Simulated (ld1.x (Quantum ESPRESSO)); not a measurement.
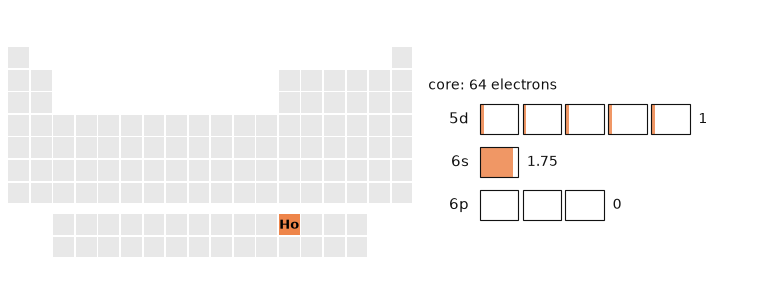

Left, the place of holmium in the periodic table; right, the valence shells of the reference configuration: a box for each of the 2l + 1 orbitals, shaded by the share of the shell that is filled, with the electron count at the right.

Ho: pseudopotential generation (part 1 of 2)

Holmium (Ho, Z = 67), core [Xe] 4f10, reference valence 5d1 6s1.75 6p0 (an ion of charge +0.25), valence charge 3. Computed at this level: ultrasoft potential, revPBE, fully relativistic, made with ld1.x (Quantum ESPRESSO) 7.5.

**The program's output**
```
     Program LD1 v.7.5
     --------------------------- All-electron run ----------------------------

     Ho
     dirac relativistic calculation

     atomic number is 67.00
     dft =REVPBE   lsd =0 sic =0 latt =0  beta=0.20 tr2=1.0E-14
     Exchange-correlation= REVPBE
                           (   1   4   4   4   0   0   0)
     mesh =1265 r(mesh) =  99.01857 a.u. xmin = -7.00 dx = 0.01250
     1 Ry =  13.60569312 eV, c = 137.03599908

     n l j   nl                  e(Ry)          e(Ha)          e(eV)
     Spin orbit split results
     1 0 0.5 1S 1( 2.00)     -4075.2453     -2037.6226    -55446.5369
     2 0 0.5 2S 1( 2.00)      -681.7931      -340.8965     -9276.2673
     2 1 0.5 2P 1( 2.00)      -648.8364      -324.4182     -8827.8691
     2 1 1.5 2P 1( 4.00)      -585.8572      -292.9286     -7970.9927
     3 0 0.5 3S 1( 2.00)      -152.8177       -76.4089     -2079.1909
     3 1 0.5 3P 1( 2.00)      -138.4210       -69.2105     -1883.3131
     3 1 1.5 3P 1( 4.00)      -125.2670       -62.6335     -1704.3450
     4 0 0.5 4S 1( 2.00)       -30.7149       -15.3575      -417.8982
     4 1 0.5 4P 1( 2.00)       -24.9979       -12.4990      -340.1144
     4 1 1.5 4P 1( 4.00)       -22.0398       -11.0199      -299.8663
     3 2 1.5 3D 1( 4.00)      -100.6279       -50.3139     -1369.1122
     3 2 2.5 3D 1( 6.00)       -97.7549       -48.8774     -1330.0226
     5 0 0.5 5S 1( 2.00)        -4.1008        -2.0504       -55.7948
     5 1 0.5 5P 1( 2.00)        -2.5280        -1.2640       -34.3956
     5 1 1.5 5P 1( 4.00)        -2.1368        -1.0684       -29.0733
     4 2 1.5 4D 1( 4.00)       -12.6343        -6.3171      -171.8981
     4 2 2.5 4D 1( 6.00)       -12.0958        -6.0479      -164.5712
     4 3 2.5 4F 1( 4.29)        -0.8372        -0.4186       -11.3906
     4 3 3.5 4F 1( 5.71)        -0.7606        -0.3803       -10.3484
     5 2 1.5 5D 1( 0.40)        -0.2738        -0.1369        -3.7255
     5 2 2.5 5D 1( 0.60)        -0.2513        -0.1256        -3.4185
     6 0 0.5 6S 1( 1.75)        -0.4074        -0.2037        -5.5434
     6 1 0.5 6P 1( 0.00)        -0.1904        -0.0952        -2.5905
     6 1 1.5 6P 1( 0.00)        -0.1676        -0.0838        -2.2805
     Averaged results
     1 0     1S 1( 2.00)     -4075.2453     -2037.6226    -55446.5369
     2 0     2S 1( 2.00)      -681.7931      -340.8965     -9276.2673
     2 1     2P 1( 6.00)      -606.8502      -303.4251     -8256.6182
     3 0     3S 1( 2.00)      -152.8177       -76.4089     -2079.1909
     3 1     3P 1( 6.00)      -129.6517       -64.8258     -1764.0010
     4 0     4S 1( 2.00)       -30.7149       -15.3575      -417.8982
     4 1     4P 1( 6.00)       -23.0258       -11.5129      -313.2823
     3 2     3D 1(10.00)       -98.9041       -49.4520     -1345.6584
     5 0     5S 1( 2.00)        -4.1008        -2.0504       -55.7948
     5 1     5P 1( 6.00)        -2.2672        -1.1336       -30.8474
     4 2     4D 1(10.00)       -12.3112        -6.1556      -167.5020
     4 3     4F 1(10.00)        -0.7934        -0.3967       -10.7951
     5 2     5D 1( 1.00)        -0.2603        -0.1301        -3.5413
     6 0     6S 1( 1.75)        -0.4074        -0.2037        -5.5434
     6 1     6P 1( 0.00)        -0.1752        -0.0876        -2.3838

     final scf error:  7.7E-15 reached in  35 iterations

     Etot =  -25257.123835 Ry,  -12628.561918 Ha, -343640.676071 eV

     Ekin =   27796.649836 Ry,   13898.324918 Ha,  378192.687511 eV
     Encl =  -62352.634624 Ry,  -31176.317312 Ha, -848350.812106 eV
     Eh   =    9842.265608 Ry,    4921.132804 Ha,  133910.845494 eV
     Exc  =    -543.404655 Ry,    -271.702327 Ha,   -7393.396971 eV

     normalization and overlap integrals

     s(1S/1S) =  1.000000  <r> =   0.0207  <r2> =    0.0006  r(max) =   0.0132
     s(2S/2S) =  1.000000  <r> =   0.0875  <r2> =    0.0091  r(max) =   0.0749
     s(2P/2P) =  1.000000  <r> =   0.0729  <r2> =    0.0066  r(max) =   0.0569
     s(2P/2P) =  1.000000  <r> =   0.0801  <r2> =    0.0078  r(max) =   0.0621
     s(3S/3S) =  1.000000  <r> =   0.2294  <r2> =    0.0603  r(max) =   0.2113
     s(3P/3P) =  1.000000  <r> =   0.2191  <r2> =    0.0559  r(max) =   0.1985
     s(3P/3P) =  1.000000  <r> =   0.2326  <r2> =    0.0628  r(max) =   0.2113
     s(4S/4S) =  1.000000  <r> =   0.5182  <r2> =    0.3034  r(max) =   0.4821
     s(4P/4P) =  1.000000  <r> =   0.5279  <r2> =    0.3173  r(max) =   0.4881
     s(4P/4P) =  1.000000  <r> =   0.5586  <r2> =    0.3551  r(max) =   0.5131
     s(3D/3D) =  1.000000  <r> =   0.2054  <r2> =    0.0496  r(max) =   0.1687
     s(3D/3D) =  1.000000  <r> =   0.2096  <r2> =    0.0515  r(max) =   0.1708
     s(5S/5S) =  1.000000  <r> =   1.2595  <r2> =    1.7856  r(max) =   1.1278
     s(5P/5P) =  1.000000  <r> =   1.4128  <r2> =    2.2694  r(max) =   1.2310
     s(5P/5P) =  1.000000  <r> =   1.5157  <r2> =    2.6156  r(max) =   1.3104
     s(4D/4D) =  1.000000  <r> =   0.5882  <r2> =    0.4017  r(max) =   0.5196
     s(4D/4D) =  1.000000  <r> =   0.5990  <r2> =    0.4165  r(max) =   0.5261
     s(4F/4F) =  1.000000  <r> =   0.7888  <r2> =    0.8214  r(max) =   0.5196
     s(4F/4F) =  1.000000  <r> =   0.8029  <r2> =    0.8554  r(max) =   0.5196
     s(5D/5D) =  1.000000  <r> =   2.6955  <r2> =    9.0138  r(max) =   1.8595
     s(5D/5D) =  1.000000  <r> =   2.8091  <r2> =    9.8142  r(max) =   1.9066
     s(6S/6S) =  1.000000  <r> =   3.7643  <r2> =   16.0840  r(max) =   3.2230
     s(6P/6P) =  1.000000  <r> =   4.9920  <r2> =   28.6601  r(max) =   4.0870
     s(6P/6P) =  1.000000  <r> =   5.3560  <r2> =   32.9623  r(max) =   4.3506

     ------------------------ End of All-electron run ------------------------

     --------------------- Generating US pseudopotential ---------------------

      Generating local potential from pseudized AE potential:
      Matching radius rcloc =   2.0500

      Local pseudo, rcloc= 2.055 Estimated cut-off energy=     5.90 Ry

      Computing core charge for nlcc:

       r > 2.61 : true rho core
      Core charge pseudized with two Bessel functions
      Integrated core pseudo-charge :   6.87

     Fully relativistic calculation: |psi|^2

     Wfc 6S LC norm =  0.99996730 SC norm =  0.00003164 missing  0.00000107

     Wfc 6P LC norm =  0.99998216 SC norm =  0.00001774 missing  0.00000009

     Wfc 6P LC norm =  0.99998433 SC norm =  0.00001365 missing  0.00000202

     Wfc 5D LC norm =  0.99992960 SC norm =  0.00007039 missing  0.00000001

     Wfc 5D LC norm =  0.99993504 SC norm =  0.00006381 missing  0.00000115

      Wfc   6S  rcut= 3.388  Using Troullier-Martins method
      Wfc-us  6S rcutus= 3.745  Estimated cut-off energy=     3.35 Ry

      Wfc   6S  rcut= 3.388  Using Troullier-Martins method
      Wfc-us  6S rcutus= 3.745  Estimated cut-off energy=     7.93 Ry

      Wfc   6P  rcut= 2.706  Using Troullier-Martins method
      Wfc-us  6P rcutus= 3.305  Estimated cut-off energy=     6.50 Ry

      Wfc   6P  rcut= 2.706  Using Troullier-Martins method
      Wfc-us  6P rcutus= 3.305  Estimated cut-off energy=     6.37 Ry

      Wfc   6P  rcut= 2.706  Using Troullier-Martins method
      Wfc-us  6P rcutus= 3.305  Estimated cut-off energy=     7.20 Ry

      Wfc   6P  rcut= 2.706  Using Troullier-Martins method
      Wfc-us  6P rcutus= 3.305  Estimated cut-off energy=     6.96 Ry

      Wfc   5D  rcut= 1.955  Using Troullier-Martins method
      Wfc-us  5D rcutus= 2.706  Estimated cut-off energy=    15.59 Ry

      Wfc   5D  rcut= 1.955  Using Troullier-Martins method
      Wfc-us  5D rcutus= 2.706  Estimated cut-off energy=    15.54 Ry

      Wfc   5D  rcut= 1.955  Using Troullier-Martins method
      Wfc-us  5D rcutus= 2.706  Estimated cut-off energy=    17.02 Ry

      Wfc   5D  rcut= 1.955  Using Troullier-Martins method
      Wfc-us  5D rcutus= 2.706  Estimated cut-off energy=    16.74 Ry

     ------------------- End of pseudopotential generation -------------------

     --------------------------- All-electron run ----------------------------

     Ho
     dirac relativistic calculation

     atomic number is 67.00
     dft =REVPBE   lsd =0 sic =0 latt =0  beta=0.20 tr2=1.0E-14
     Exchange-correlation= REVPBE
                           (   1   4   4   4   0   0   0)
     mesh =1265 r(mesh) =  99.01857 a.u. xmin = -7.00 dx = 0.01250
     1 Ry =  13.60569312 eV, c = 137.03599908

     n l j   nl                  e(Ry)          e(Ha)          e(eV)
     Spin orbit split results
     1 0 0.5 1S 1( 2.00)     -4075.2453     -2037.6226    -55446.5369
     2 0 0.5 2S 1( 2.00)      -681.7931      -340.8965     -9276.2673
     2 1 0.5 2P 1( 2.00)      -648.8364      -324.4182     -8827.8691
     2 1 1.5 2P 1( 4.00)      -585.8572      -292.9286     -7970.9927
     3 0 0.5 3S 1( 2.00)      -152.8177       -76.4089     -2079.1909
     3 1 0.5 3P 1( 2.00)      -138.4210       -69.2105     -1883.3131
     3 1 1.5 3P 1( 4.00)      -125.2670       -62.6335     -1704.3450
     4 0 0.5 4S 1( 2.00)       -30.7149       -15.3575      -417.8982
     4 1 0.5 4P 1( 2.00)       -24.9979       -12.4990      -340.1144
     4 1 1.5 4P 1( 4.00)       -22.0398       -11.0199      -299.8663
     3 2 1.5 3D 1( 4.00)      -100.6279       -50.3139     -1369.1122
     3 2 2.5 3D 1( 6.00)       -97.7549       -48.8774     -1330.0226
     5 0 0.5 5S 1( 2.00)        -4.1008        -2.0504       -55.7948
     5 1 0.5 5P 1( 2.00)        -2.5280        -1.2640       -34.3956
     5 1 1.5 5P 1( 4.00)        -2.1368        -1.0684       -29.0733
     4 2 1.5 4D 1( 4.00)       -12.6343        -6.3171      -171.8981
     4 2 2.5 4D 1( 6.00)       -12.0958        -6.0479      -164.5712
     4 3 2.5 4F 1( 4.29)        -0.8372        -0.4186       -11.3906
     4 3 3.5 4F 1( 5.71)        -0.7606        -0.3803       -10.3484
     5 2 1.5 5D 1( 0.40)        -0.2738        -0.1369        -3.7255
     5 2 2.5 5D 1( 0.60)        -0.2513        -0.1256        -3.4185
     6 0 0.5 6S 1( 1.75)        -0.4074        -0.2037        -5.5434
     6 1 0.5 6P 1( 0.00)        -0.1904        -0.0952        -2.5905
     6 1 1.5 6P 1( 0.00)        -0.1676        -0.0838        -2.2805
     Averaged results
     1 0     1S 1( 2.00)     -4075.2453     -2037.6226    -55446.5369
     2 0     2S 1( 2.00)      -681.7931      -340.8965     -9276.2673
     2 1     2P 1( 6.00)      -606.8502      -303.4251     -8256.6182
     3 0     3S 1( 2.00)      -152.8177       -76.4089     -2079.1909
     3 1     3P 1( 6.00)      -129.6517       -64.8258     -1764.0010
     4 0     4S 1( 2.00)       -30.7149       -15.3575      -417.8982
     4 1     4P 1( 6.00)       -23.0258       -11.5129      -313.2823
     3 2     3D 1(10.00)       -98.9041       -49.4520     -1345.6584
     5 0     5S 1( 2.00)        -4.1008        -2.0504       -55.7948
     5 1     5P 1( 6.00)        -2.2672        -1.1336       -30.8474
     4 2     4D 1(10.00)       -12.3112        -6.1556      -167.5020
     4 3     4F 1(10.00)        -0.7934        -0.3967       -10.7951
     5 2     5D 1( 1.00)        -0.2603        -0.1301        -3.5413
     6 0     6S 1( 1.75)        -0.4074        -0.2037        -5.5434
     6 1     6P 1( 0.00)        -0.1752        -0.0876        -2.3838

     final scf error:  7.7E-15 reached in  35 iterations

     Etot =  -25257.123835 Ry,  -12628.561918 Ha, -343640.676071 eV

     Ekin =   27796.649836 Ry,   13898.324918 Ha,  378192.687511 eV
     Encl =  -62352.634624 Ry,  -31176.317312 Ha, -848350.812106 eV
     Eh   =    9842.265608 Ry,    4921.132804 Ha,  133910.845494 eV
     Exc  =    -543.404655 Ry,    -271.702327 Ha,   -7393.396971 eV

     normalization and overlap integrals

     s(1S/1S) =  1.000000  <r> =   0.0207  <r2> =    0.0006  r(max) =   0.0132
     s(2S/2S) =  1.000000  <r> =   0.0875  <r2> =    0.0091  r(max) =   0.0749
     s(2P/2P) =  1.000000  <r> =   0.0729  <r2> =    0.0066  r(max) =   0.0569
     s(2P/2P) =  1.000000  <r> =   0.0801  <r2> =    0.0078  r(max) =   0.0621
     s(3S/3S) =  1.000000  <r> =   0.2294  <r2> =    0.0603  r(max) =   0.2113
     s(3P/3P) =  1.000000  <r> =   0.2191  <r2> =    0.0559  r(max) =   0.1985
     s(3P/3P) =  1.000000  <r> =   0.2326  <r2> =    0.0628  r(max) =   0.2113
     s(4S/4S) =  1.000000  <r> =   0.5182  <r2> =    0.3034  r(max) =   0.4821
     s(4P/4P) =  1.000000  <r> =   0.5279  <r2> =    0.3173  r(max) =   0.4881
     s(4P/4P) =  1.000000  <r> =   0.5586  <r2> =    0.3551  r(max) =   0.5131
     s(3D/3D) =  1.000000  <r> =   0.2054  <r2> =    0.0496  r(max) =   0.1687
     s(3D/3D) =  1.000000  <r> =   0.2096  <r2> =    0.0515  r(max) =   0.1708
     s(5S/5S) =  1.000000  <r> =   1.2595  <r2> =    1.7856  r(max) =   1.1278
     s(5P/5P) =  1.000000  <r> =   1.4128  <r2> =    2.2694  r(max) =   1.2310
     s(5P/5P) =  1.000000  <r> =   1.5157  <r2> =    2.6156  r(max) =   1.3104
     s(4D/4D) =  1.000000  <r> =   0.5882  <r2> =    0.4017  r(max) =   0.5196
     s(4D/4D) =  1.000000  <r> =   0.5990  <r2> =    0.4165  r(max) =   0.5261
     s(4F/4F) =  1.000000  <r> =   0.7888  <r2> =    0.8214  r(max) =   0.5196
     s(4F/4F) =  1.000000  <r> =   0.8029  <r2> =    0.8554  r(max) =   0.5196
     s(5D/5D) =  1.000000  <r> =   2.6955  <r2> =    9.0138  r(max) =   1.8595
     s(5D/5D) =  1.000000  <r> =   2.8091  <r2> =    9.8142  r(max) =   1.9066
     s(6S/6S) =  1.000000  <r> =   3.7643  <r2> =   16.0840  r(max) =   3.2230
     s(6P/6P) =  1.000000  <r> =   4.9920  <r2> =   28.6601  r(max) =   4.0870
     s(6P/6P) =  1.000000  <r> =   5.3560  <r2> =   32.9623  r(max) =   4.3506

     ------------------------ End of All-electron run ------------------------

     Computing logarithmic derivative in   4.06160
     Computing logarithmic derivative in   4.06160
     Computing the partial wave expansion
     R is outside the sphere for l=    0 j= 0.50
     R is outside the sphere for l=    0 j= 0.50
     R is outside the sphere for l=    1 j= 0.50
     R is outside the sphere for l=    1 j= 0.50
     R is outside the sphere for l=    1 j= 1.50
     R is outside the sphere for l=    1 j= 1.50
     R is outside the sphere for l=    2 j= 1.50
     R is outside the sphere for l=    2 j= 1.50
     R is outside the sphere for l=    2 j= 2.50
     R is outside the sphere for l=    2 j= 2.50

     ---------------------- Testing the pseudopotential ----------------------

     Ho
     dirac relativistic calculation

     atomic number is 67.00   valence charge is  3.00
     dft =REVPBE   lsd =0 sic =0 latt =0  beta=0.20 tr2=1.0E-14
     mesh =1265 r(mesh) =  99.01857 xmin = -7.00 dx = 0.01250

     n l  j  nl             e AE (Ry)       e PS (Ry)    De AE-PS (Ry)
     3 2 1.5 5D   1( 0.40)       -0.27382       -0.27382       -0.00000
     3 2 2.5 5D   1( 0.60)       -0.25126       -0.25126        0.00000
     1 0 0.5 6S   1( 1.75)       -0.40743       -0.40744        0.00000
     2 1 0.5 6P   1( 0.00)       -0.19040       -0.19039       -0.00000
     2 1 1.5 6P   1( 0.00)       -0.16762       -0.16762        0.00000

     eps = 5.9E-17  iter =  3

     Etot =  -25257.123835 Ry,  -12628.561918 Ha, -343640.676071 eV
     Etotps =    -9.232745 Ry,      -4.616372 Ha,    -125.617889 eV

     Ekin =       1.822794 Ry,       0.911397 Ha,      24.800382 eV
     Encl =      -6.245741 Ry,      -3.122870 Ha,     -84.977634 eV
     Ehrt =       2.000919 Ry,       1.000460 Ha,      27.223890 eV
     Ecxc =      -7.754154 Ry,      -3.877077 Ha,    -105.500642 eV
     (Ecc =      -6.415643 Ry,      -3.207821 Ha,     -87.289264 eV)
     Epseu=       0.943437 Ry,       0.471719 Ha,      12.836116 eV

     ---------------------- End of pseudopotential test ----------------------
```

(Continued in part 2.) Outcome of the run: generated, but the overlap operator is not positive, so unusable.
